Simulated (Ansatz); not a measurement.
**Tc of Ag (Fm-3m) from its phonons**

Wanted: λ, ω_log and Tc of Ag (Fm-3m). The cell shown first is a relaxed one, from steps not shown here.

Main program and level: Ansatz 0.2.0; DFT PBE, scalar-relativistic, plane waves, PseudoDojo norm-conserving pseudopotentials, in the first sound run; inputs show where later runs differ.

### Step 1. The cell after earlier relaxation steps

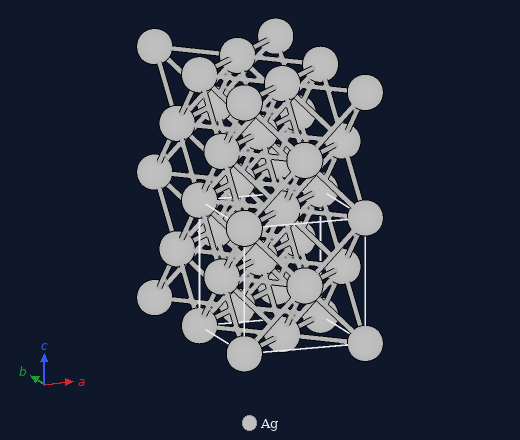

The starting structure, seen slightly off an axis (silver light grey). 1×2×2 cells are drawn. This picture shows the conventional cell, with its axes. Some periodic images of atoms are drawn too.

### Step 2. Electron–phonon run: PseudoDojo files

The run that gives the couplings also evaluates McMillan's and Allen and Dynes's formulas and, where asked, the Eliashberg equations, over a range of μ*.

input.yaml

```yaml
crystal:
  lattice:
    - [0.0, 2.0749720677, 2.0749720677]
    - [2.0749720677, 0.0, 2.0749720677]
    - [2.0749720677, 2.0749720677, 0.0]
  atoms:
    - { symbol: Ag, position: [0.0, 0.0, 0.0] }
kpoints:
  mp_grid: { grid: [12, 12, 12] }
hamiltonian:
  xc: pbe
  pseudopotentials: { kind: nc, accuracy: standard }
scf:
  occupations: { method: methfessel_paxton, width: 0.2 }
output:
  eigenvalues: true
phonons:
  method: dfpt
  qmesh: [4, 4, 4]
  temperatures: { t_max: 1000, t_step: 50 }
  qpath:
    path:
      - [[0.0, 0.0, 0.0], [0.5, 0.0, 0.5], [0.625, 0.25, 0.625]]
      - [[0.375, 0.375, 0.75], [0.0, 0.0, 0.0], [0.5, 0.5, 0.5], [0.5, 0.25, 0.75], [0.5, 0.0, 0.5]]
    npoints: 6
  electrical_resistivity:
    mesh: [16, 16, 16]
    temperatures: [20.0, 50.0, 80.0, 100.0, 150.0, 200.0, 273.0, 300.0, 400.0, 500.0, 600.0, 800.0]
  superconductivity: { mesh: [16, 16, 16], eliashberg_equations: false }
```

Command:

```bash
ansatz run input.yaml --threads 16 --pin off --max-ram 92160MiB --backend cuda --events-out ev --progress --plain --runs-dir out --max-vram 78GiB
```

Numbers of over 12 decimals in the logs are rounded to 6 here.

What it wrote:

```text
Engine: ansatz 0.2.0, aarch64-unknown-linux-gnu
Pseudopotentials: kind: nc
Pseudopotential: Ag, nc, valence charge 19, recommended cutoff 1115.666836 eV (normal), Ag.nc.azcp (PseudoDojo's, or run here from an input of PseudoDojo's; its table is named by hamiltonian.pseudopotentials.accuracy)
Functional definition: PBE
  parameter kappa = 0.804
  parameter beta = 0.066725
  exchange = pbe_x(kappa = kappa, mu = beta*pi^2/3)
  correlation = pbe_c(beta = beta)
[...]
Crystal: 1 atoms, lattice volume = 17.868 Å³
Basis set: ecut = 1115.666836 eV, 1459 PW (Γ), exchange–correlation on 64×64×64 points (8 copies of the dense FFT grid, shifted against one another)
Bands: 14, of which v1, the nominal top of the filled ones, is band 10 counted from 1 (9 counted from 0)
Symmetry: 48 space group operations
k-points: 72 of 1728
Non-local potential: Ag, projectors of the file, l = 0: 2, l = 1: 2, l = 2: 2
Initial density: superposition of atomic densities (chi_scale 0.1, normalization cell)
Initial wavefunctions: pseudopotential atomic-orbital guess
[...]
Functional: x = pbe(κ = 0.804, μ = 0.219515), c = pbe(β = 0.066725)
SCF iter   1: F=—  HF=-4218.501929 eV  |F-HF|=—  |Δ(HF+E_count)|=         —  Δρ=6.63e-2  dr2=8.14e-1  ethr=3.10e-3  ⟨swp⟩=5.8  Hψ=5868  notcnv=0
preconditioner: auto → none  [metal: Δε(μ)=0.052 eV  Ē_g=15.311 eV  σ=0.200 eV  W_gap=0.22  n_scr=8 (ndim 8)  ℏωp=29.1 eV  f_vac=0.000  D(μ)=0.39/eV (n_scr^D=0)  sad-step TF]
SCF iter   2: F=—  HF=-4218.295659 eV  |F-HF|=—  |Δ(HF+E_count)|=   2.06e-1  S|Δr|=    0.00e0  Δρ=2.33e-2  dr2=9.23e-2  ethr=3.10e-3  ⟨swp⟩=2.1  Hψ=1920  notcnv=0
[...]
SCF iter   8: F=-4218.280048 eV  HF=-4218.280048 eV  |F-HF|=1.82e-12  |Δ(HF+E_count)|=  6.75e-10  S|Δr|=    0.00e0  Δρ=1.92e-7  dr2=1.61e-12  ethr=1.00e-12  ⟨swp⟩=11.5  Hψ=8839  notcnv=0
SCF 1 converged in 8 iterations: F = -4218.280048 eV  dr2 = 1.61e-12
[...]
NSCF: frozen V_eff on 72 k-points, pencils in batches of 32, up to order 56
[...]
NSCF: frozen V_eff on 72 k-points
[...]
DFPT response loops at q = (0, 0, 0) (fractional): preconditioner auto → Kerker (q_TF=auto, 2.756 Å⁻¹) (partly filled bands, converged f_vac=0.000); β = 1.00, the filter's whole step (`scf.mixing.beta` (0.50) is not read by the response loops under this deck's `scf.mixing.preconditioner`; to damp them name `kerker` or `kerker_dos`, under which they read `scf.mixing.beta`, and type it under 1.00, their step now; both keys bind the ground state too); Anderson in place of MSR1; while a model of the screening serves, it and β = 1 on shorter waves in the place of filter and β
[...]
NSCF: frozen V_eff on 72 k-points
[...]
DFPT response loops at q = (0, 0, 0.25) (fractional): mixed as the last ones told, above
[...]
DFPT response loops at q = (0, 0, -0.5) (fractional): mixed as the last ones told, above
[...]
DFPT response loops at q = (0, 0.25, 0.25) (fractional): mixed as the last ones told, above
[...]
DFPT response loops at q = (0, 0.25, -0.5) (fractional): mixed as the last ones told, above
[...]
DFPT response loops at q = (0, 0.25, -0.25) (fractional): mixed as the last ones told, above
[...]
DFPT response loops at q = (0, -0.5, -0.5) (fractional): mixed as the last ones told, above
[...]
DFPT response loops at q = (0.25, -0.5, -0.25) (fractional): mixed as the last ones told, above
[...]
SCF iter   1: F=—  HF=-4218.501929 eV  |F-HF|=—  |Δ(HF+E_count)|=         —  Δρ=6.63e-2  dr2=8.14e-1  ethr=3.10e-3  ⟨swp⟩=5.8  Hψ=5868  notcnv=0
SCF iter   2: F=—  HF=-4218.295659 eV  |F-HF|=—  |Δ(HF+E_count)|=   2.06e-1  S|Δr|=    0.00e0  Δρ=2.33e-2  dr2=9.23e-2  ethr=3.10e-3  ⟨swp⟩=2.1  Hψ=1920  notcnv=0
SCF iter   3: F=—  HF=-4218.279801 eV  |F-HF|=—  |Δ(HF+E_count)|=   1.59e-2  S|Δr|=    0.00e0  Δρ=7.19e-3  dr2=4.95e-3  ethr=4.86e-4  ⟨swp⟩=2.2  Hψ=1360  notcnv=0
SCF iter   4: F=—  HF=-4218.279836 eV  |F-HF|=—  |Δ(HF+E_count)|=   3.55e-5  S|Δr|=    0.00e0  Δρ=6.19e-4  dr2=1.31e-5  ethr=2.61e-5  ⟨swp⟩=2.4  Hψ=1959  notcnv=0
SCF iter   5: F=—  HF=-4218.279827 eV  |F-HF|=—  |Δ(HF+E_count)|=   9.55e-6  S|Δr|=    0.00e0  Δρ=1.76e-4  dr2=2.16e-6  ethr=6.88e-8  ⟨swp⟩=2.1  Hψ=1734  notcnv=0
[...]
SCF 2 converged in 8 iterations: F = -4218.280048 eV  dr2 = 1.60e-12
[...]
SCF converged after 8 iterations
[...]
Hall coefficient in a weak field at 20 K (a third of the trace): -1.006e-10 m³/C (as a tensor it moves by 1.2 % between the two finest meshes); by each state's relaxation time: -1.046e-10 m³/C; by a constant relaxation time: -8.505e-11 m³/C
  mean free path at 50 K (of a tensor a third of its trace): 676 nm by what each carries, 581 by the Fermi surface alone
  Hall coefficient in a weak field at 50 K (a third of the trace): -9.203e-11 m³/C (as a tensor it moves by 1.9 % between the two finest meshes); by each state's relaxation time: -9.071e-11 m³/C; by a constant relaxation time: -8.507e-11 m³/C
  mean free path at 80 K (of a tensor a third of its trace): 245 nm by what each carries, 228 by the Fermi surface alone
  Hall coefficient in a weak field at 80 K (a third of the trace): -8.554e-11 m³/C (as a tensor it moves by 0.3 % between the two finest meshes); by each state's relaxation time: -8.663e-11 m³/C; by a constant relaxation time: -8.512e-11 m³/C
  mean free path at 100 K (of a tensor a third of its trace): 172 nm by what each carries, 163 by the Fermi surface alone
  Hall coefficient in a weak field at 100 K (a third of the trace): -8.414e-11 m³/C (as a tensor it moves by 0.8 % between the two finest meshes); by each state's relaxation time: -8.547e-11 m³/C; by a constant relaxation time: -8.517e-11 m³/C
  mean free path at 150 K (of a tensor a third of its trace): 101 nm by what each carries, 96.9 by the Fermi surface alone
  Hall coefficient in a weak field at 150 K (a third of the trace): -8.312e-11 m³/C (as a tensor it moves by 1.3 % between the two finest meshes); by each state's relaxation time: -8.455e-11 m³/C; by a constant relaxation time: -8.527e-11 m³/C
  mean free path at 200 K (of a tensor a third of its trace): 72.4 nm by what each carries, 69.9 by the Fermi surface alone
  Hall coefficient in a weak field at 200 K (a third of the trace): -8.292e-11 m³/C (as a tensor it moves by 1.4 % between the two finest meshes); by each state's relaxation time: -8.438e-11 m³/C; by a constant relaxation time: -8.533e-11 m³/C
  mean free path at 273 K (of a tensor a third of its trace): 51.8 nm by what each carries, 50.1 by the Fermi surface alone
  Hall coefficient in a weak field at 273 K (a third of the trace): -8.286e-11 m³/C (as a tensor it moves by 1.6 % between the two finest meshes); by each state's relaxation time: -8.434e-11 m³/C; by a constant relaxation time: -8.535e-11 m³/C
  mean free path at 300 K (of a tensor a third of its trace): 47.0 nm by what each carries, 45.4 by the Fermi surface alone
  Hall coefficient in a weak field at 300 K (a third of the trace): -8.286e-11 m³/C (as a tensor it moves by 1.6 % between the two finest meshes); by each state's relaxation time: -8.434e-11 m³/C; by a constant relaxation time: -8.536e-11 m³/C
  mean free path at 400 K (of a tensor a third of its trace): 34.9 nm by what each carries, 33.7 by the Fermi surface alone
  Hall coefficient in a weak field at 400 K (a third of the trace): -8.288e-11 m³/C (as a tensor it moves by 1.8 % between the two finest meshes); by each state's relaxation time: -8.435e-11 m³/C; by a constant relaxation time: -8.536e-11 m³/C
  mean free path at 500 K (of a tensor a third of its trace): 27.8 nm by what each carries, 26.8 by the Fermi surface alone
  Hall coefficient in a weak field at 500 K (a third of the trace): -8.293e-11 m³/C (as a tensor it moves by 1.9 % between the two finest meshes); by each state's relaxation time: -8.437e-11 m³/C; by a constant relaxation time: -8.537e-11 m³/C
  mean free path at 600 K (of a tensor a third of its trace): 23.1 nm by what each carries, 22.3 by the Fermi surface alone
  Hall coefficient in a weak field at 600 K (a third of the trace): -8.301e-11 m³/C (as a tensor it moves by 2.0 % between the two finest meshes); by each state's relaxation time: -8.441e-11 m³/C; by a constant relaxation time: -8.538e-11 m³/C
  mean free path at 800 K (of a tensor a third of its trace): 17.3 nm by what each carries, 16.7 by the Fermi surface alone
  Hall coefficient in a weak field at 800 K (a third of the trace): -8.323e-11 m³/C (as a tensor it moves by 2.2 % between the two finest meshes); by each state's relaxation time: -8.451e-11 m³/C; by a constant relaxation time: -8.541e-11 m³/C
  the resistivity times a path that all electrons share, by the Fermi surface of the deck's mesh alone (a third of the trace): 8.673e-16 Ω·m²
  not converged in the mesh (λ; λ_tr; the resistivity at 20 K by 3.33 %; the resistivity at 50 K by 2.10 %): between neighbouring meshes, the two finest first, λ moves by 2.04 % and 3.79 %, λ_tr by 5.68 % and 10.65 % and the resistivity by up to 3.33 % and 11.02 %; an estimate, no bound, puts it up to 4.1e-7 % above the Boltzmann equation's exact value after up to 5 iterations (at most 30 are made, fewer where the estimate is under 1.0e-6 % of each spin channel's own resistivity)
  vibrations of 64 cells: unjudged by the run; compare a larger repeat
  the changes of the potential over all sites missed a rigid shift's by 0.00 % (the site terms' by 0.00 %)
  at the force constants' own smearing the fine mesh and the k-points of their solves give squared frequencies that differ by 3.6 % of the larger at the most, at (0, 0, 0.25)
--- Superconductivity: potentials and phonons of a 4×4×4 supercell ---
  pairing by harmonic phonons, in the closed forms alone; spin fluctuations are left out, and so is spin–orbit coupling
           mesh         λ    ħω_log (meV)  μ* declared at (meV)
       16×16×16    0.1402          11.792               13.177
          8×8×8    0.1431          11.801               13.100
          4×4×4    0.1485          11.608               12.939
  λ by the species' shares of the modes' patterns: Ag 0.1402
  transition temperature on the deck's mesh (K), isotropic and anisotropic, restricted to the Fermi surface (FSR) and over the full bandwidth (FBW), and the last with the density of states resolved in a narrower window:
        μ*   McMillan   Allen–Dynes      iso. FSR      iso. FBW    aniso. FSR    aniso. FBW  narrow window
      0.08      0.000         0.000             -             -             -             -              -
      0.10      0.000         0.000             -             -             -             -              -
      0.12      0.000         0.000             -             -             -             -              -
      0.13          -             -             -             -             -             -              -
      0.14          -             -             -             -             -             -              -
      0.16          -             -             -             -             -             -              -
      0.20          -             -             -             -             -             -              -
  not judged without the Eliashberg equations: between neighbouring meshes, the two finest first, λ moves by 2.04 % and 3.79 %
  vibrations of 64 cells: unjudged by the run; compare a larger repeat
  the changes of the potential over all sites missed a rigid shift's by 0.00 % (the site terms' by 0.00 %)
  at the force constants' own smearing the fine mesh and the k-points of their solves give squared frequencies that differ by 3.6 % of the larger at the most, at (0, 0, 0.25)
```

Elapsed: 15 s, on 1 × NVIDIA GB200 with 16 threads of Arm Neoverse V2, shared host; peak memory 2.9 GiB; 95 s of CPU time.

The column dr2 measures how far the density is from self-consistency, as an energy; F and HF (Harris–Foulkes) agree once it is small.

This step gave:

```yaml
volume_per_atom: 17.87 Å³/atom
metallic_on_mesh: yes
gap_on_the_k_mesh: 0 eV
zero_point_energy: 0.01884 eV/cell
share_of_imaginary_modes_in_the_plain_interpolation_between_solved_wavevectors: 0
highest_frequency_solved_or_plainly_interpolated: 158.8 cm⁻¹
debye_temperature_second_moment: 197 K
resistivity_at_300_k: 1.911 μΩ cm
coupling_constant_lambda: 0.1402
density_of_states_at_the_fermi_level: 0.1383 states/eV a spin and cell
log_mean_phonon_energy_omega_log: 11.79 meV
transport_coupling_constant_lambda_tr: 0.1328, 0.1328, 0.1328 (xx, yy, zz)
drude_plasma_energy: 8.965, 8.965, 8.965 eV (xx, yy, zz)
resistivity_times_mean_free_path: 8.673, 8.673, 8.673 × 10⁻¹⁶ Ω m² (xx, yy, zz)
second_moment_phonon_energy_omega: 13.18 meV
coupling_lambda_by_branch: 0.0414, 0.0542, 0.0446 (branches by rank of frequency)
```

An empty cell: under 1 mK by a formula, or no transition down to the floor of the Eliashberg search. Transition temperatures:

```tsv
μ*	McMillan Tc (K)	Allen–Dynes Tc (K)
0.08	-	-
0.1	-	-
0.12	-	-
0.13	-	-
0.14	-	-
0.16	-	-
0.2	-	-
```

### Step 3. Resistivity: finite displacements

Finite displacements in a supercell are the other road to force constants and couplings; here with the base functional.

This step: DFT PBE, scalar-relativistic, plane waves, PAW; PAW set soft_1 (Ansatz 0.2.0).

Edit input.yaml of step 2 so:

```diff
@@ -2,5 +2,5 @@
   lattice:
-    - [0.0, 2.0749720677, 2.0749720677]
-    - [2.0749720677, 0.0, 2.0749720677]
-    - [2.0749720677, 2.0749720677, 0.0]
+    - [0.0, 2.0756899872, 2.0756899872]
+    - [2.0756899872, 0.0, 2.0756899872]
+    - [2.0756899872, 2.0756899872, 0.0]
   atoms:
@@ -11,3 +11,3 @@
   xc: pbe
-  pseudopotentials: { kind: nc, accuracy: standard }
+  pseudopotentials: { kind: paw, azcp: { folder: soft_1 } }
 scf:
@@ -17,4 +17,4 @@
 phonons:
-  method: dfpt
-  qmesh: [4, 4, 4]
+  method: fd
+  supercell: [4, 4, 4]
   temperatures: { t_max: 1000, t_step: 50 }
```

What it wrote:

```text
[...]
Crystal: 64 atoms, lattice volume = 1144.715 Å³
Basis set: ecut = 420 eV, 22227 PW (Γ), exchange–correlation on 160×160×160 points (8 copies of the dense FFT grid, shifted against one another)
Bands: 896, of which v1, the nominal top of the filled ones, is band 608 counted from 1 (607 counted from 0)
Symmetry: 3072 space group operations
k-points: 4 of 27
[...]
SCF iter   1: F=—  HF=-485799.028096 eV  |F-HF|=—  |Δ(HF+E_count)|=         —  Δρ=1.37e-8  dr2=7.83e-13  ethr=1.00e-12  ⟨swp⟩=3.0  Hψ=8331  notcnv=0
[...]
SCF iter   2: F=-485799.028096 eV  HF=-485799.028096 eV  |F-HF|=3.49e-10  |Δ(HF+E_count)|=  1.75e-10  S|Δr|=    0.00e0  Δρ=7.40e-9  dr2=2.33e-13  ethr=1.00e-12  ⟨swp⟩=2.0  Hψ=4127  notcnv=0
SCF 1 converged in 2 iterations: F = -485799.028096 eV  dr2 = 2.33e-13
[...]
Symmetry: 8 space group operations
k-points: 6 of 27 (time reversal used)
[...]
iter 1 solved again at ethr=5.83e-9 eV; its pass at ethr=3.10e-3 eV (dr2=7.09e-5 eV) is discarded
[...]
SCF iter   7: F=-485799.028082 eV  HF=-485799.028082 eV  |F-HF|=2.91e-10  |Δ(HF+E_count)|=  1.16e-10  S|Δr|=    0.00e0  Δρ=1.79e-8  dr2=4.20e-12  ethr=1.00e-12  ⟨swp⟩=4.0  Hψ=14835  notcnv=0
SCF 2 converged in 7 iterations: F = -485799.028082 eV  dr2 = 4.20e-12
[...]
Crystal: 1 atoms, lattice volume = 17.886 Å³
Basis set: ecut = 420 eV, 339 PW (Γ), exchange–correlation on 40×40×40 points (8 copies of the dense FFT grid, shifted against one another)
Bands: 14, of which v1, the nominal top of the filled ones, is band 10 counted from 1 (9 counted from 0)
[...]
SCF iter   1: F=—  HF=-7590.838047 eV  |F-HF|=—  |Δ(HF+E_count)|=         —  Δρ=6.71e-2  dr2=8.78e-1  ethr=3.10e-3  ⟨swp⟩=4.1  Hψ=4931  notcnv=0
[...]
SCF iter   7: F=-7590.609814 eV  HF=-7590.609814 eV  |F-HF|=9.09e-13  |Δ(HF+E_count)|=   1.32e-9  S|Δr|=    0.00e0  Δρ=4.53e-7  dr2=2.71e-11  ethr=1.00e-12  ⟨swp⟩=2.0  Hψ=3024  notcnv=0
SCF 3 converged in 7 iterations: F = -7590.609814 eV  dr2 = 2.71e-11
[...]
SCF converged after 2 iterations
[...]
vibrations of 64 cells: unjudged by the run; compare a larger repeat
[...]
--- Superconductivity: potentials and phonons of a 4×4×4 supercell ---
[...]
mesh         λ    ħω_log (meV)  μ* declared at (meV)
       16×16×16    0.1412          11.746               13.134
          8×8×8    0.1446          11.759               13.059
          4×4×4    0.1504          11.552               12.887
  λ by the species' shares of the modes' patterns: Ag 0.1412
[...]
0.08      0.000         0.000             -             -             -             -              -
      0.10      0.000         0.000             -             -             -             -              -
      0.12      0.000         0.000             -             -             -             -              -
      0.13          -             -             -             -             -             -              -
      0.14          -             -             -             -             -             -              -
      0.16          -             -             -             -             -             -              -
      0.20          -             -             -             -             -             -              -
[...]
vibrations of 64 cells: unjudged by the run; compare a larger repeat
[...]
```

Elapsed: 15 s, on 1 × NVIDIA GB200 with 16 threads; peak memory 3.1 GiB.

Numbers from this step:

- volume per atom: 17.89 Å³/atom
- zero-point energy: 0.01879 eV/cell
- highest frequency, solved or plainly interpolated: 158.4 cm⁻¹
- Debye temperature (second moment): 196 K
- resistivity at 300 K: 1.922 μΩ cm
- coupling constant λ: 0.1412
- density of states at the Fermi level: 0.1384 states/eV a spin and cell
- log mean phonon energy ħω_log: 11.75 meV
- transport coupling constant λ_tr: 0.1333, 0.1333, 0.1333 (xx, yy, zz)
- Drude plasma energy: 8.96, 8.96, 8.96 eV (xx, yy, zz)
- resistivity times mean free path: 8.679, 8.679, 8.679 × 10⁻¹⁶ Ω m² (xx, yy, zz)
- second-moment phonon energy ħω₂: 13.13 meV
- coupling λ by branch: 0.0416, 0.0547, 0.0449 (branches by rank of frequency)

An empty cell: under 1 mK by a formula, or no transition down to the floor of the Eliashberg search. Transition temperatures:

```tsv
μ*	McMillan Tc (K)	Allen–Dynes Tc (K)
0.08	-	-
0.1	-	-
0.12	-	-
0.13	-	-
0.14	-	-
0.16	-	-
0.2	-	-
```

(Part 1 of 2 ends here.)

[Logs are printed without paths, hosts, clocks, repeated set-up lines and the standing remarks that a program may print on its own settings, such as how far it seeks lower states.]

[Hosts, paths, dates, database ids (printed as entryN), source tags and the programs' standing remarks are cut or masked in the printed files.]
